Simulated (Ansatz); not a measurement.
Take Ge in the diamond structure (space group Fd-3m, No. 227; a = 5.674 Å) as the base.

One thing is altered: the cell is scaled by 0.9850 in all directions; the atoms relax in the strained cell.

Calculations: plane-wave PAW DFT at the r2SCAN level (Ansatz, a quantum-chemistry and plane-wave program, 500 eV), no SOC.

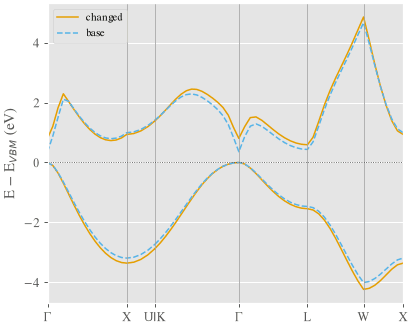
*Highest valence and lowest conduction band along the path, each from its own valence-band maximum*

### Question
Read the changed gap and its character from the plot.

### Answer
About 0.6 eV, indirect, Γ → L.

Stability against distortions was not tested. The real Ge has an indirect gap at ambient pressure; r2SCAN orders its close-lying valleys differently.
